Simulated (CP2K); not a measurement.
# IPEA1-xTB run of C2H5BrGe (SMILES [GeH3]/[CH]=C\Br)

Aim: the energy change on altering one bond length of C2H5BrGe at IPEA1-xTB, from 2 runs. 

The results are computed with CP2K 2026.2.

6 further runs of the same task are left out: 2 that didn't finish, 4 set aside as unsound or not needed.

## Step 1: Starting point

C2H5BrGe has 9 atoms, charge 0, and is taken as a singlet. SMILES: `[GeH3]/[CH]=C\Br`. Geometry: a rough force-field guess.

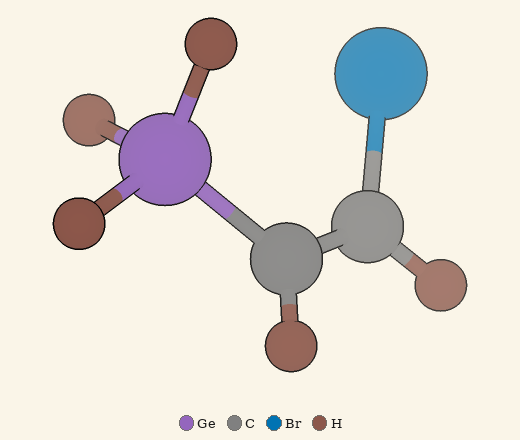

The structure, seen from a chosen angle (germanium purple, carbon grey, bromine blue, hydrogen brown).

## Step 2: The energy at IPEA1-xTB

The input, job.inp:

```
&GLOBAL
   PROJECT_NAME job
   RUN_TYPE ENERGY
   PRINT_LEVEL MEDIUM
&END GLOBAL

&FORCE_EVAL
   METHOD Quickstep
   &DFT
      CHARGE 0
      MULTIPLICITY 1
      # Quickstep
      &QS
         METHOD XTB
         EPS_DEFAULT 1.0E-10
         &XTB
            GFN_TYPE TBLITE
            &TBLITE
               METHOD IPEA1
            &END TBLITE
            CHECK_ATOMIC_CHARGES F
         &END XTB
      &END QS
      &POISSON
         PERIODIC NONE
         POISSON_SOLVER ANALYTIC
      &END POISSON
      # SCF settings
      &SCF
         SCF_GUESS ATOMIC
         EPS_SCF 1.0E-07
         MAX_SCF 150
         ADDED_MOS 2
         &DIAGONALIZATION
            ALGORITHM STANDARD
         &END DIAGONALIZATION
         &MIXING
            METHOD DIRECT_P_MIXING
            ALPHA 0.4
         &END MIXING
      &END SCF
      # extra output
      &PRINT
         &MOMENTS
            PERIODIC F
            REFERENCE COM
            MAX_MOMENT 1
         &END MOMENTS
         &MO ON
            ENERGIES T
            OCCUPATION_NUMBERS T
            NDIGITS 6
            &EACH
               QS_SCF 0
            &END EACH
            ADD_LAST NUMERIC
         &END MO
         &HIRSHFELD OFF
         &END HIRSHFELD
      &END PRINT
   &END DFT
   # atoms, cell and kinds
   &SUBSYS
      # vacuum box
      &CELL
         ABC [angstrom] 16.9 15.4 14.4
         PERIODIC NONE
      &END CELL
      &COORD
         Ge     7.339100     8.135050     6.966750
         C      8.820000     7.023950     6.750450
         C     10.047900     7.435850     6.950350
         Br    10.612800     9.229550     7.497350
         H      6.002800     7.377050     6.612850
         H      7.226100     8.714650     8.412750
         H      7.443600     9.383250     5.987250
         H      8.684900     6.016750     6.442550
         H     10.897200     6.744650     6.871650
      &END COORD
   &END SUBSYS
&END FORCE_EVAL
```

Run with:

```
$ OMP_NUM_THREADS=1 cp2k.psmp -i job.inp -o job.out
```

What it wrote:

```text
CP2K| version string:                                       CP2K version 2026.2
[...]
 GLOBAL| Method name                                                        CP2K
[...]
 GLOBAL| Run type                                                         ENERGY
[...]
                             - Atoms:                                          9
[...]
                             - Spherical basis functions:                     38
[...]
 Number of electrons:                                                         24
[...]
  *** SCF run converged in    14 steps ***
[...]
  Fermi energy:                                                -0.31497060877329
[...]
 TB_DIPOLE| Moment [Debye]          2.81466325      -1.54267095      -0.19961593
 TB_DIPOLE| Derivative [a.u.]       0.00000000       0.00000000       0.00000000
[...]
 ENERGY| Total FORCE_EVAL ( QS ) energy [hartree]            -13.712926186318422
[...]
```

Run time: 0.97 s. Hardware: 1 thread of Intel Xeon 6975P-C (Granite Rapids), shared host; peak memory 0.19 GiB.

## Step 3: The distorted shape at the same level

The input, gas.inp:

```
&GLOBAL
   PROJECT_NAME gas
   RUN_TYPE ENERGY
   PRINT_LEVEL MEDIUM
&END GLOBAL
&FORCE_EVAL
   METHOD QUICKSTEP
   &DFT
      &QS
         METHOD XTB
         EPS_DEFAULT 1.0E-10
         &XTB
            GFN_TYPE TBLITE
            &TBLITE
               METHOD IPEA1
            &END TBLITE
            CHECK_ATOMIC_CHARGES F
         &END XTB
      &END QS
      &POISSON
         PERIODIC NONE
         POISSON_SOLVER ANALYTIC
      &END POISSON
      ! self-consistent field
      &SCF
         SCF_GUESS ATOMIC
         EPS_SCF 1.0E-07
         MAX_SCF 150
         ADDED_MOS 2
         &DIAGONALIZATION
            ALGORITHM STANDARD
         &END DIAGONALIZATION
         &MIXING
            METHOD DIRECT_P_MIXING
            ALPHA 0.4
         &END MIXING
      &END SCF
      &PRINT
         &MOMENTS
            PERIODIC F
            REFERENCE COM
            MAX_MOMENT 1
         &END MOMENTS
         &MO ON
            ENERGIES T
            OCCUPATION_NUMBERS T
            NDIGITS 6
            &EACH
               QS_SCF 0
            &END EACH
            ADD_LAST NUMERIC
         &END MO
         &HIRSHFELD OFF
         &END HIRSHFELD
      &END PRINT
   &END DFT
   &SUBSYS
      &CELL
         ABC 17 15.4 14.4
         PERIODIC NONE
      &END CELL
      &COORD
         Ge     7.346646     8.135050     6.966750
         C      8.827546     7.023950     6.750450
         C     10.055446     7.435850     6.950350
         Br    10.620346     9.229550     7.497350
         H      6.010346     7.377050     6.612850
         H      7.233646     8.714650     8.412750
         H      7.451146     9.383250     5.987250
         H      8.692446     6.016750     6.442550
         H     10.989654     6.675548     6.863782
      &END COORD
   &END SUBSYS
&END FORCE_EVAL
```

Run with:

```
$ OMP_NUM_THREADS=1 cp2k.psmp -i gas.inp -o gas.out
```

What it wrote:

```text
CP2K| version string:                                       CP2K version 2026.2
[...]
 GLOBAL| Method name                                                        CP2K
[...]
 GLOBAL| Run type                                                         ENERGY
[...]
                             - Atoms:                                          9
[...]
                             - Spherical basis functions:                     38
[...]
 Number of electrons:                                                         24
[...]
  *** SCF run converged in    14 steps ***
[...]
  Fermi energy:                                                -0.31687357836808
[...]
 TB_DIPOLE| Moment [Debye]          2.81620464      -1.52516446      -0.19333396
 TB_DIPOLE| Derivative [a.u.]       0.00000000       0.00000000       0.00000000
[...]
 ENERGY| Total FORCE_EVAL ( QS ) energy [hartree]            -13.702854442631015
[...]
```

Wall time 0.91 s (1 thread of Intel Xeon 6975P-C (Granite Rapids), shared host); peak memory 0.19 GiB.

## Step 4: What came out

Level: IPEA1-xTB.

| quantity | value |
| --- | --- |
| first shape: total energy | -13.71293 Eh |
| first shape: dipole moment (from atomic charges alone) | 3.22 D |
| first shape: HOMO energy | -12.74 eV |
| first shape: LUMO energy | -7.67 eV |
| first shape: HOMO–LUMO gap | 5.06 eV |
| distorted shape: total energy | -13.70285 Eh |
| distorted shape: dipole moment (from atomic charges alone) | 3.21 D |
| distorted shape: HOMO energy | -12.74 eV |
| distorted shape: LUMO energy | -7.73 eV |
| distorted shape: HOMO–LUMO gap | 5.01 eV |
| energy change with the C3–H9 bond stretched from 1.098 to 1.208 Å | 0.274 eV |

What this shows: With the C3–H9 bond stretched from 1.098 to 1.208 Å the energy rises by 0.27 eV (26.4 kJ/mol). The first shape isn't relaxed at this level, so the change isn't measured from a minimum. The dipole (first shape) comes from point charges on the atoms alone, without atomic dipoles, so it is partial. The dipole (distorted shape) comes from point charges on the atoms alone, without atomic dipoles, so it is partial.
